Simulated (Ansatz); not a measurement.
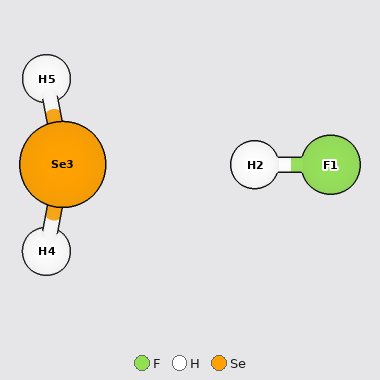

The system is the pair FH···H₂Se; the picture shows the reference structure. First axis: separation of Se3 and H2 along their line in the relaxed pair. Second axis: sideways slip of F1, H2. Nothing is relaxed (both partners rigid). Grid: 11 × 11 points. Points are written as (first, second). Energies: cm⁻¹, counted from the two partners far apart, frozen as in the relaxed pair, each in its own basis (no counterpoise correction). The calculation used RKS PBE0-D4/def2-TZVPD in Ansatz 0.2.0.

Its coordinates:

```csv
atom,x (Å),y (Å),z (Å)
F,-0.1055,0.3576,-2.1892
H,0.1290,0.2275,-1.2919
Se,0.6458,-0.1075,0.9779
H,-0.2445,-1.2702,1.0792
H,-0.4247,0.7924,1.4239
```

Range: separation of Se3 and H2 along their line in the relaxed pair from 1.976 to 4.576 Å; sideways slip of F1, H2 from −3.0 to 3.0 Å.

> What landscape does the calculation give?

The lowest grid point is at (2.457 Å, 0.0 Å), −2068 cm⁻¹ from the two partners far apart, frozen as in the relaxed pair, each in its own basis (no counterpoise correction). It is the only kind of minimum in the scanned range. The highest grid point, (1.976 Å, 3.0 Å), lies 2129 cm⁻¹ above the lowest. Round the minimum the two coordinates are nearly uncoupled.

| second ↓, first → | 1.976 | 2.079 | 2.249 | 2.457 | 2.696 | 2.961 | 3.247 | 3.554 | 3.878 | 4.219 | 4.576 |
| --- | --- | --- | --- | --- | --- | --- | --- | --- | --- | --- | --- |
| 3.0 | 61 | 42 | 16 | −9 | −28 | −42 | −49 | −51 | −49 | −46 | −42 |
| 2.4 | −8 | −58 | −118 | −160 | −180 | −181 | −168 | −148 | −125 | −104 | −86 |
| 1.8 | −200 | −323 | −444 | −500 | −493 | −444 | −375 | −304 | −239 | −185 | −142 |
| 1.2 | −541 | −812 | −1039 | −1090 | −999 | −836 | −662 | −504 | −376 | −277 | −203 |
| 0.6 | −881 | −1367 | −1730 | −1757 | −1547 | −1241 | −940 | −688 | −495 | −353 | −252 |
| 0.0 | −1010 | −1618 | −2054 | −2068 | −1798 | −1421 | −1061 | −765 | −543 | −383 | −271 |
| −0.6 | −881 | −1367 | −1731 | −1758 | −1548 | −1241 | −941 | −688 | −495 | −353 | −252 |
| −1.2 | −541 | −812 | −1040 | −1090 | −999 | −837 | −662 | −504 | −376 | −277 | −203 |
| −1.8 | −201 | −323 | −445 | −501 | −493 | −444 | −376 | −304 | −239 | −185 | −142 |
| −2.4 | −9 | −59 | −118 | −160 | −180 | −181 | −168 | −148 | −125 | −104 | −86 |
| −3.0 | 61 | 42 | 16 | −9 | −29 | −42 | −49 | −51 | −50 | −46 | −43 |

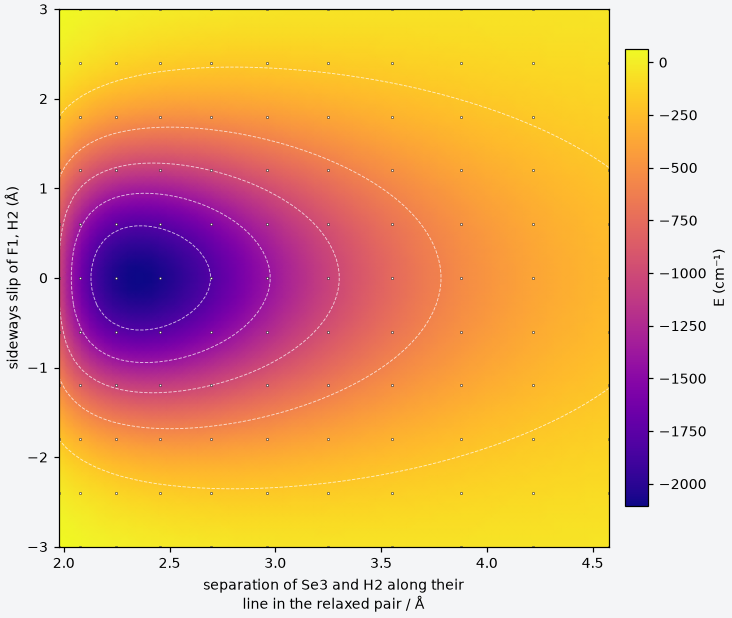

Drawn: a smooth colour map with a few white contour lines, dots at the grid points. Between grid points the surface is interpolated.

Each point was launched as `ansatz run input.yaml --threads 1 --pin off --max-ram 2560MiB --backend cpu --events-out ev --progress --plain --runs-dir out`. The whole map (121 points run) took 6.3 min on 1 thread of Intel(R) Xeon(R) Platinum 8375C CPU @ 2.90GHz (Ice Lake) (shared host).
